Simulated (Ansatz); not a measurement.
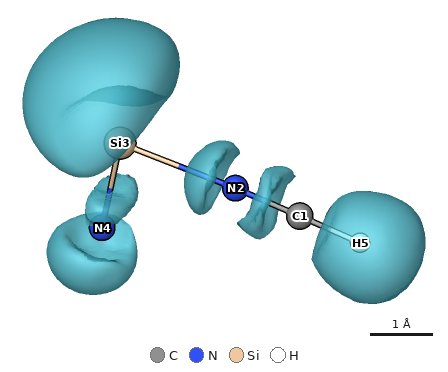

*CHN2Si (doublet). Isosurface of the ELF at 0.85 (cyan), seen at a tilt. Only the valence region is drawn (cores and ρ < 0.01 e/Å³ removed).*

Method: UKS B3LYP-D4/def2-SVP in Ansatz.

| atom | x (Å) | y (Å) | z (Å) |
| --- | --- | --- | --- |
| C | -0.4296 | 1.1640 | -0.4543 |
| N | 0.1124 | 0.3409 | 0.1454 |
| Si | 1.0304 | -1.1767 | 1.1563 |
| N | 0.2283 | -2.2570 | 0.1737 |
| H | -0.9415 | 1.9288 | -1.0212 |

> Describe the localisation domains.

The ELF exceeds this value in one region between bonded C–N atoms (shared pairs), two regions between bonded N–Si atoms (shared pairs), one region around a hydrogen nucleus, one lobe on N, pointing away from the bonds (non-bonding electrons) and one lobe on Si, pointing away from the bonds (non-bonding electrons). Along the contacts the grid gives the following. C–N (1.15 Å): the ELF peaks at about 0.85 between the atoms; a short, multiple covalent bond. Si–N (1.67 Å): the ELF peaks at about 0.90 between the atoms (a polar covalent bond).
